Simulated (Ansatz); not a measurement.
C3H8OSn: molecular dynamics

System: C3H8OSn.
Method: RKS revPBE/def2-SVP (Ansatz 0.2.0).

The geometry comes from this level: PBE0-D4/def2-TZVP. Figures and captions count atoms from 1; the log counts them from 0 in places.

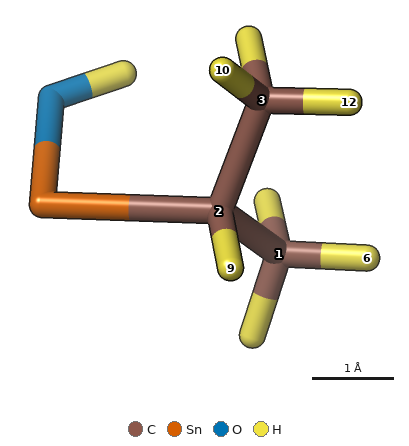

*The structure as given in the input (stick view, seen at a tilt; atoms are numbered from 1 in the order of the input). Sticks mark near contacts.*

## Input file
```yaml
crystal:
  periodic: [false, false, false]
  atoms:
    - {symbol: C, position_ang: [-0.273133, 0.074021, -1.366020]}
    - {symbol: C, position_ang: [0.701275, 0.198871, -0.203646]}
    - {symbol: C, position_ang: [0.119261, 1.025573, 0.933600]}
    - {symbol: Sn, position_ang: [1.310964, -1.812482, 0.519195]}
    - {symbol: O, position_ang: [-0.509522, -2.372397, 1.079222]}
    - {symbol: H, position_ang: [-0.577426, 1.059356, -1.742200]}
    - {symbol: H, position_ang: [0.151405, -0.474254, -2.213279]}
    - {symbol: H, position_ang: [-1.191550, -0.446966, -1.073465]}
    - {symbol: H, position_ang: [1.618712, 0.681873, -0.560198]}
    - {symbol: H, position_ang: [0.829041, 1.169073, 1.754663]}
    - {symbol: H, position_ang: [-0.775713, 0.559158, 1.360274]}
    - {symbol: H, position_ang: [-0.180927, 2.024374, 0.591036]}
    - {symbol: H, position_ang: [-1.201890, -1.720901, 0.935719]}
basis:
  gaussian: {orbitals: def2-SVP}
hamiltonian: {xc: {name: revPBE}}
md: {timestep: 0.5 fs, n_steps: 30, ensemble: nve, temperature: 1500, initial_velocities: maxwell_boltzmann, seed: 453}
```

Run as:
```bash
ansatz run in.yaml --threads 8 --pin off --events-out ev --progress --plain --max-ram 18278MiB
```

## Log
```
Functional definition: revPBE
  name "revPBE"
  cite "Zhang & Yang, Phys. Rev. Lett. 80, 890 (1998) doi:10.1103/PhysRevLett.80.890"
  cite "Perdew, Burke & Ernzerhof, Phys. Rev. Lett. 77, 3865 (1996) doi:10.1103/PhysRevLett.77.3865"
  parameter kappa = 1.245
  parameter beta = 0.06672455060314922
  exchange = pbe_x(kappa = kappa, mu = beta*pi^2/3)
  correlation = pbe_c(beta = beta)
1372 factors; their error is unknown
mean field evaluation 1: about -11096.7172 eV, gradient 9.0e1 eV
mean field evaluation 2: about -10970.1915 eV, gradient 2.1e2 eV
mean field evaluation 4: about -11115.0343 eV, gradient 1.9e1 eV
mean field evaluation 8: about -11115.8986 eV, gradient 2.2e-1 eV
mean field evaluation 16: about -11115.8467 eV, gradient 2.4e-3 eV
mean field -11115.84669204 eV, -408.4998313409 hartree, gradient 4.0e-5 eV, S^2 0.000000; 0 other end points of the search recorded, 0 dependent functions left out
the calculation of the forces begins
reference -11115.84673665 eV, -408.4998329802 hartree; 28, 28 occupied and 94, 94 virtual orbitals, 1372 factors
md step     0: t =     0.00 fs  T =  1500.0 K  F+E_penalty+E_count = -11115.84669204 eV  E_kin = 2.132790 eV  conserved = -11113.71390206 eV  (30 SCF iters)
these checks for a lower state are left out or cut short: starts, cluster_reference, orbital_swaps, neighbouring_geometries, increment
1372 factors; their error is unknown
mean field -11115.81653103 eV, -408.4987229442 hartree, gradient 1.1e-5 eV, S^2 0.000000; 0 other end points of the search recorded, 0 dependent functions left out
the calculation of the forces begins
reference -11115.81657569 eV, -408.4987245857 hartree; 28, 28 occupied and 94, 94 virtual orbitals, 1372 factors
md step     1: t =     0.50 fs  T =  1479.7 K  F+E_penalty+E_count = -11115.81653103 eV  E_kin = 2.103941 eV  conserved = -11113.71259006 eV  (32 SCF iters)
[... from here on the SCF iterations and repeated set-up lines of each step are left out, up to the last step ...]
md step     2: t =     1.00 fs  T =  1395.1 K  F+E_penalty+E_count = -11115.69333238 eV  E_kin = 1.983691 eV  conserved = -11113.70964159 eV  (32 SCF iters)
md step     3: t =     1.50 fs  T =  1275.7 K  F+E_penalty+E_count = -11115.52021092 eV  E_kin = 1.813810 eV  conserved = -11113.70640122 eV  (33 SCF iters)
md step     4: t =     2.00 fs  T =  1154.3 K  F+E_penalty+E_count = -11115.34547372 eV  E_kin = 1.641256 eV  conserved = -11113.70421759 eV  (33 SCF iters)
md step     5: t =     2.50 fs  T =  1054.1 K  F+E_penalty+E_count = -11115.20248002 eV  E_kin = 1.498806 eV  conserved = -11113.70367414 eV  (33 SCF iters)
md step     6: t =     3.00 fs  T =   982.0 K  F+E_penalty+E_count = -11115.10058196 eV  E_kin = 1.396263 eV  conserved = -11113.70431913 eV  (33 SCF iters)
md step     7: t =     3.50 fs  T =   932.4 K  F+E_penalty+E_count = -11115.03098390 eV  E_kin = 1.325763 eV  conserved = -11113.70522138 eV  (33 SCF iters)
md step     8: t =     4.00 fs  T =   896.1 K  F+E_penalty+E_count = -11114.97992459 eV  E_kin = 1.274172 eV  conserved = -11113.70575259 eV  (33 SCF iters)
md step     9: t =     4.50 fs  T =   866.7 K  F+E_penalty+E_count = -11114.93819818 eV  E_kin = 1.232338 eV  conserved = -11113.70585993 eV  (33 SCF iters)
md step    10: t =     5.00 fs  T =   841.7 K  F+E_penalty+E_count = -11114.90262629 eV  E_kin = 1.196787 eV  conserved = -11113.70583928 eV  (33 SCF iters)
md step    11: t =     5.50 fs  T =   820.3 K  F+E_penalty+E_count = -11114.87229391 eV  E_kin = 1.166297 eV  conserved = -11113.70599644 eV  (33 SCF iters)
md step    12: t =     6.00 fs  T =   800.3 K  F+E_penalty+E_count = -11114.84439245 eV  E_kin = 1.137959 eV  conserved = -11113.70643332 eV  (33 SCF iters)
md step    13: t =     6.50 fs  T =   777.8 K  F+E_penalty+E_count = -11114.81294255 eV  E_kin = 1.105968 eV  conserved = -11113.70697480 eV  (33 SCF iters)
md step    14: t =     7.00 fs  T =   748.6 K  F+E_penalty+E_count = -11114.77158260 eV  E_kin = 1.064388 eV  conserved = -11113.70719504 eV  (33 SCF iters)
md step    15: t =     7.50 fs  T =   712.7 K  F+E_penalty+E_count = -11114.71988112 eV  E_kin = 1.013290 eV  conserved = -11113.70659148 eV  (33 SCF iters)
md step    16: t =     8.00 fs  T =   678.9 K  F+E_penalty+E_count = -11114.67026895 eV  E_kin = 0.965281 eV  conserved = -11113.70498830 eV  (33 SCF iters)
md step    17: t =     8.50 fs  T =   665.7 K  F+E_penalty+E_count = -11114.64953299 eV  E_kin = 0.946519 eV  conserved = -11113.70301404 eV  (33 SCF iters)
md step    18: t =     9.00 fs  T =   693.7 K  F+E_penalty+E_count = -11114.68846883 eV  E_kin = 0.986414 eV  conserved = -11113.70205504 eV  (32 SCF iters)
md step    19: t =     9.50 fs  T =   772.3 K  F+E_penalty+E_count = -11114.80132884 eV  E_kin = 1.098075 eV  conserved = -11113.70325352 eV  (32 SCF iters)
md step    20: t =    10.00 fs  T =   888.5 K  F+E_penalty+E_count = -11114.96964524 eV  E_kin = 1.263285 eV  conserved = -11113.70636001 eV  (32 SCF iters)
md step    21: t =    10.50 fs  T =  1010.2 K  F+E_penalty+E_count = -11115.14622754 eV  E_kin = 1.436413 eV  conserved = -11113.70981491 eV  (33 SCF iters)
md step    22: t =    11.00 fs  T =  1101.5 K  F+E_penalty+E_count = -11115.27814064 eV  E_kin = 1.566185 eV  conserved = -11113.71195534 eV  (33 SCF iters)
md step    23: t =    11.50 fs  T =  1139.2 K  F+E_penalty+E_count = -11115.33174732 eV  E_kin = 1.619750 eV  conserved = -11113.71199716 eV  (33 SCF iters)
md step    24: t =    12.00 fs  T =  1121.8 K  F+E_penalty+E_count = -11115.30516808 eV  E_kin = 1.594990 eV  conserved = -11113.71017854 eV  (33 SCF iters)
md step    25: t =    12.50 fs  T =  1067.4 K  F+E_penalty+E_count = -11115.22511819 eV  E_kin = 1.517659 eV  conserved = -11113.70745920 eV  (33 SCF iters)
md step    26: t =    13.00 fs  T =  1003.8 K  F+E_penalty+E_count = -11115.13233143 eV  E_kin = 1.427227 eV  conserved = -11113.70510417 eV  (33 SCF iters)
md step    27: t =    13.50 fs  T =   955.2 K  F+E_penalty+E_count = -11115.06228752 eV  E_kin = 1.358170 eV  conserved = -11113.70411797 eV  (33 SCF iters)
md step    28: t =    14.00 fs  T =   932.2 K  F+E_penalty+E_count = -11115.03011610 eV  E_kin = 1.325463 eV  conserved = -11113.70465338 eV  (33 SCF iters)
md step    29: t =    14.50 fs  T =   929.9 K  F+E_penalty+E_count = -11115.02813131 eV  E_kin = 1.322178 eV  conserved = -11113.70595338 eV  (33 SCF iters)
these checks for a lower state are left out or cut short: starts, cluster_reference, orbital_swaps, neighbouring_geometries, increment
1372 factors; their error is unknown
mean field -11115.03663304 eV, -408.4700622218 hartree, gradient 1.6e-5 eV, S^2 0.000000; 0 other end points of the search recorded, 0 dependent functions left out
the calculation of the forces begins
reference -11115.03667888 eV, -408.4700639064 hartree; 28, 28 occupied and 94, 94 virtual orbitals, 1372 factors
1372 factors; their error is unknown
mean field evaluation 256: about -11096.2218 eV, gradient 8.8e1 eV
mean field -11115.03663304 eV, -408.4700622218 hartree, gradient 2.3e-5 eV, S^2 0.000000; 1 other end points of the search recorded, 0 dependent functions left out
the calculation of the forces begins
reference -11115.03667888 eV, -408.4700639064 hartree; 28, 28 occupied and 94, 94 virtual orbitals, 1372 factors
md step    30: t =    15.00 fs  T =   935.1 K  F+E_penalty+E_count = -11115.03663304 eV  E_kin = 1.329622 eV  conserved = -11113.70701073 eV  (32 SCF iters)
```

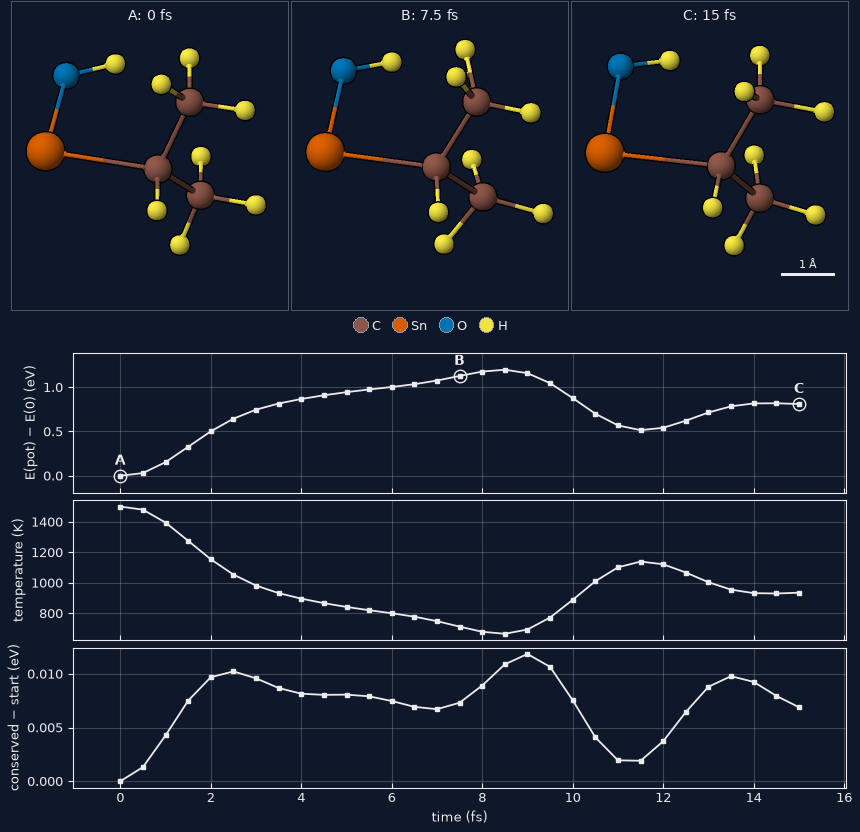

*Frames of the molecular dynamics (ball-and-stick, seen at a tilt) above the curves, on which the letters mark them.*

The trajectory kept here has 31 frames over 15 fs. The temperature starts at 1500 K, ranges from 666 to 1500 K and averages 913 K over the second half. The potential energy ends 0.810 eV above its first value. The conserved quantity stays within 0.012 eV. After an unweighted best fit of the last frame on the first, the root-mean-square displacement is 0.22 Å, and H10 has moved furthest (0.43 Å).

```
Total energy: -11115.03667888 eV, -408.4700639064 hartree
Atom 0 at    -0.213397     0.079280    -1.405983 Å, force    -1.442652    -0.890071     2.666591 eV/Å
Atom 1 at     0.715346     0.322662    -0.117553 Å, force     0.000388     0.419652    -0.657324 eV/Å
Atom 2 at     0.072644     1.258308     0.972871 Å, force    -0.589873     1.697302    -2.283001 eV/Å
Atom 3 at     1.323300    -1.832902     0.496082 Å, force    -1.483923    -0.168999     0.685202 eV/Å
Atom 4 at    -0.609539    -2.520973     1.207489 Å, force     1.431318     0.178997    -0.549231 eV/Å
Atom 5 at    -0.585868     0.940182    -1.987060 Å, force    -0.170448     0.633984     0.388521 eV/Å
Atom 6 at     0.304116    -0.484101    -2.151902 Å, force     0.792509    -1.113830    -0.940166 eV/Å
Atom 7 at    -1.171704    -0.588964    -1.057909 Å, force     1.785826     1.433141    -0.858598 eV/Å
Atom 8 at     1.753071     0.729157    -0.399204 Å, force    -1.040822    -0.136062    -0.077368 eV/Å
Atom 9 at     0.880138     1.726438     1.661250 Å, force    -1.437913    -0.820110    -0.431042 eV/Å
Atom 10 at    -0.847703     0.771127     1.379648 Å, force     0.654968    -0.010861     0.806662 eV/Å
Atom 11 at    -0.496829     2.180913     0.378863 Å, force     1.525474    -1.513914     1.211803 eV/Å
Atom 12 at    -1.352836    -1.970944     0.897329 Å, force    -0.024852     0.290773     0.037951 eV/Å
Dipole moment:     0.199281     0.274083    -0.255296 e Å
```

## Trajectory as extended XYZ (Å, eV, eV/Å), 8 of the 31 frames kept, from step=0 to step=30
```
13
Properties=species:S:1:pos:R:3:forces:R:3 step=0 time_fs=0.0 energy=-11115.84669 temperature=1500.0
C    -0.2731    0.0740   -1.3660    0.1216   0.0152   0.0408
C     0.7013    0.1989   -0.2036   -0.1866   0.0975  -0.0086
C     0.1193    1.0256    0.9336    0.1010  -0.0306  -0.0717
Sn    1.3110   -1.8125    0.5192    1.2308  -0.3220  -0.0870
O    -0.5095   -2.3724    1.0792   -0.4336  -0.8883   0.4439
H    -0.5774    1.0594   -1.7422   -0.1833   0.4942  -0.2343
H     0.1514   -0.4743   -2.2133    0.1936  -0.2791  -0.4617
H    -1.1916   -0.4470   -1.0735   -0.4775  -0.2721   0.1232
H     1.6187    0.6819   -0.5602    0.4917   0.2305  -0.1789
H     0.8290    1.1691    1.7547    0.3493   0.0968   0.4449
H    -0.7757    0.5592    1.3603   -0.4559  -0.2228   0.2416
H    -0.1809    2.0244    0.5910   -0.1657   0.5353  -0.1328
H    -1.2019   -1.7209    0.9357   -0.5855   0.5453  -0.1194
13
Properties=species:S:1:pos:R:3:forces:R:3 step=4 time_fs=2.0 energy=-11115.34547 temperature=1154.3
C    -0.2606    0.1016   -1.3827   -2.2447  -1.9845   3.6165
C     0.7120    0.1916   -0.1806   -0.2710   1.5809  -0.8849
C     0.1069    1.0530    0.9266    1.0121   2.4095   0.4216
Sn    1.3126   -1.8146    0.5157    0.7516  -0.5023   0.1084
O    -0.5223   -2.3931    1.0974   -1.1459   0.2657   0.0507
H    -0.6514    0.9787   -1.8391   -0.3329   1.7038  -0.4140
H     0.1747   -0.4958   -2.0997    1.2420  -1.6973  -2.5691
H    -1.2086   -0.5354   -1.0316    1.3068   1.1253  -0.6695
H     1.6247    0.6984   -0.5958   -0.0072  -0.1354   0.3767
H     0.7736    1.2404    1.8336    0.1067   0.0347  -0.8897
H    -0.7036    0.5736    1.4564   -1.3422  -0.3697  -0.0611
H    -0.2020    2.1440    0.5318    0.2884  -1.9629   0.7829
H    -1.2583   -1.7457    0.9216    0.6363  -0.4678   0.1315
13
Properties=species:S:1:pos:R:3:forces:R:3 step=9 time_fs=4.5 energy=-11114.93820 temperature=866.7
C    -0.2540    0.1266   -1.3899   -1.6363  -3.6253   1.0797
C     0.7241    0.1899   -0.1558   -0.4869   2.8945  -1.4766
C     0.0953    1.0972    0.9205    0.3684   1.7825   1.8924
Sn    1.3150   -1.8174    0.5115    0.1743  -0.7029   0.3209
O    -0.5419   -2.4183    1.1203   -0.6749   0.4372  -0.1960
H    -0.7536    0.9538   -1.9743    0.8101   0.0933   0.7205
H     0.2563   -0.5940   -2.0737   -0.2435   0.4387  -0.6183
H    -1.1648   -0.5868   -1.0140    1.2893   1.5271  -0.8408
H     1.6314    0.7111   -0.6188   -0.2782  -0.3740   0.7955
H     0.7119    1.3311    1.8841    0.3005  -0.0386  -1.5397
H    -0.6773    0.5772    1.5661   -0.5761   0.3400  -1.2520
H    -0.2145    2.1927    0.4983    0.1914  -2.3261   0.9224
H    -1.2968   -1.7992    0.9108    0.7622  -0.4464   0.1920
13
Properties=species:S:1:pos:R:3:forces:R:3 step=13 time_fs=6.5 energy=-11114.81294 temperature=777.8
C    -0.2547    0.1343   -1.3907   -0.0145  -3.5536  -0.9496
C     0.7320    0.1986   -0.1411   -1.0057   3.0650  -1.3982
C     0.0877    1.1389    0.9219    0.1023  -0.6399   2.4315
Sn    1.3170   -1.8199    0.5082   -0.2445  -0.7490   0.4352
O    -0.5594   -2.4373    1.1382    0.8806  -0.3847  -0.0323
H    -0.8054    0.9458   -2.0563    1.5306  -0.7040   1.4612
H     0.3186   -0.6645   -2.0899   -1.1441   1.7867   0.4355
H    -1.0767   -0.5657   -1.0345   -0.0505   0.6854  -0.3589
H     1.6267    0.7067   -0.6052    0.0697  -0.1751   0.6868
H     0.6754    1.4024    1.8621    0.7595  -0.0046  -1.0127
H    -0.6847    0.5916    1.6053   -0.0762   0.7020  -1.7313
H    -0.2172    2.1367    0.5090   -0.4080  -0.5534   0.1500
H    -1.2977   -1.8594    0.9095   -0.3992   0.5253  -0.1173
13
Properties=species:S:1:pos:R:3:forces:R:3 step=17 time_fs=8.5 energy=-11114.64953 temperature=665.7
C    -0.2551    0.1311   -1.3943    2.6995  -1.6927  -1.9037
C     0.7366    0.2169   -0.1308   -1.7469   2.5649  -1.0013
C     0.0807    1.1782    0.9309    0.6571  -4.0292   2.2491
Sn    1.3189   -1.8227    0.5050   -0.6154  -0.6727   0.5199
O    -0.5749   -2.4572    1.1559    1.5509  -0.5601  -0.0340
H    -0.8010    0.9138   -2.0847    1.4777  -0.4736   1.4289
H     0.3397   -0.6703   -2.0921   -1.1803   1.8600   0.5412
H    -0.9949   -0.5229   -1.0665   -2.5235  -1.3891   0.7422
H     1.6256    0.6963   -0.5663    0.6797   0.2376   0.2792
H     0.6685    1.4741    1.8035    1.3238   0.1870   0.1427
H    -0.6964    0.6313    1.5808   -0.0760   0.5326  -1.3329
H    -0.2374    2.0654    0.5223   -1.4865   2.6197  -1.3928
H    -1.3114   -1.9017    0.9042   -0.7600   0.8155  -0.2385
13
Properties=species:S:1:pos:R:3:forces:R:3 step=21 time_fs=10.5 energy=-11115.14623 temperature=1010.2
C    -0.2476    0.1219   -1.4033    2.7696  -1.6770  -0.0758
C     0.7358    0.2434   -0.1238   -1.9620   1.8902  -0.7803
C     0.0756    1.2060    0.9466    0.7796  -2.2578  -0.0483
Sn    1.3207   -1.8257    0.5021   -0.9361  -0.5221   0.5911
O    -0.5870   -2.4782    1.1735    0.5925   0.3807  -0.5407
H    -0.7425    0.8669   -2.0611    0.5929   0.7820   0.5110
H     0.3179   -0.6082   -2.0758   -0.4026   0.7804  -0.1438
H    -1.0006   -0.5258   -1.0738   -2.2641  -1.2395   0.7048
H     1.6489    0.6943   -0.5162    0.7647   0.4108   0.0116
H     0.7101    1.5526    1.7481    1.1531   0.2246   0.5915
H    -0.7129    0.6895    1.5079   -0.6601  -0.2150  -0.1019
H    -0.3088    2.0787    0.4895   -0.8630   1.4938  -0.8985
H    -1.3488   -1.9167    0.8916    0.4355  -0.0511   0.1792
13
Properties=species:S:1:pos:R:3:forces:R:3 step=26 time_fs=13.0 energy=-11115.13233 temperature=1003.8
C    -0.2278    0.1023   -1.4124   -0.8200  -2.1046   4.5472
C     0.7264    0.2850   -0.1186   -0.9178   1.2028  -0.8605
C     0.0728    1.2326    0.9653    0.6511   1.6817  -2.2451
Sn    1.3224   -1.8296    0.4986   -1.2774  -0.3179   0.6561
O    -0.6001   -2.5031    1.1936    0.2964   0.8318  -0.8556
H    -0.6444    0.8593   -2.0106   -0.6464   2.3243  -0.5879
H     0.2806   -0.5041   -2.0752    1.5691  -1.8902  -2.1616
H    -1.1082   -0.5798   -1.0543    0.8299   1.0264  -0.5810
H     1.7119    0.7110   -0.4516   -0.3129   0.0762   0.0333
H     0.8134    1.6582    1.7030   -0.5331  -0.4442  -0.2357
H    -0.7706    0.7488    1.4157   -0.8226  -0.6634   1.0011
H    -0.4332    2.1599    0.4111    1.0152  -1.2963   0.8823
H    -1.3717   -1.9384    0.8861    0.9685  -0.4266   0.4074
13
Properties=species:S:1:pos:R:3:forces:R:3 step=30 time_fs=15.0 energy=-11115.03663 temperature=935.1
C    -0.2134    0.0793   -1.4060   -1.4427  -0.8901   2.6666
C     0.7153    0.3227   -0.1176    0.0004   0.4197  -0.6573
C     0.0726    1.2583    0.9729   -0.5899   1.6973  -2.2830
Sn    1.3233   -1.8329    0.4961   -1.4839  -0.1690   0.6852
O    -0.6095   -2.5210    1.2075    1.4313   0.1790  -0.5492
H    -0.5859    0.9402   -1.9871   -0.1704   0.6340   0.3885
H     0.3041   -0.4841   -2.1519    0.7925  -1.1138  -0.9402
H    -1.1717   -0.5890   -1.0579    1.7858   1.4331  -0.8586
H     1.7531    0.7292   -0.3992   -1.0408  -0.1361  -0.0774
H     0.8801    1.7264    1.6612   -1.4379  -0.8201  -0.4310
H    -0.8477    0.7711    1.3796    0.6550  -0.0109   0.8067
H    -0.4968    2.1809    0.3789    1.5255  -1.5139   1.2118
H    -1.3528   -1.9709    0.8973   -0.0249   0.2908   0.0380
```

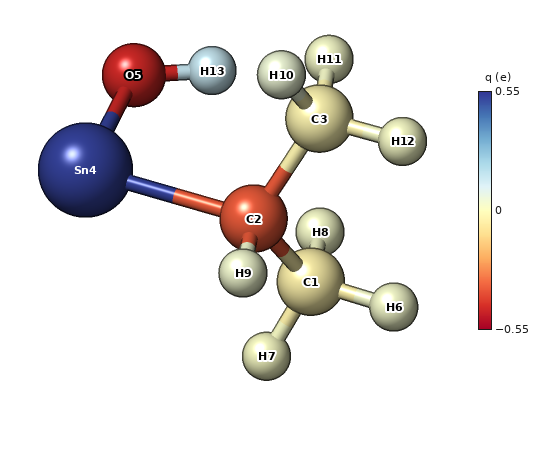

*Mulliken charges, as the colour of each atom (ball-and-stick view, seen at a tilt; atoms are numbered from 1 in the order of the input).*

By element: C −0.36 to −0.03, Sn +0.53, O −0.45 and H +0.02 to +0.16 e.

## Results in brief

- outcome: finished
- mean temperature over the second half: 913 K
- trajectory: 30 steps, 15 fs
- ensemble: nve
- temperature in the input: 1500 K
- time step: 0.5 fs
- potential energy (last step): −11115.0367 eV
- SCF solution under orbital rotations (last step): stable
- largest force (length of the vector) (last step): 3.160 eV/Å
- dipole moment (last step): 2.04 D
- hardware: 8 threads of Arm Neoverse V1, 23 GiB of memory available, shared host
- wall time: 28 s (CPU time 3.3 min)
- peak memory: 0.19 GiB

So short a trajectory is not equilibrated.
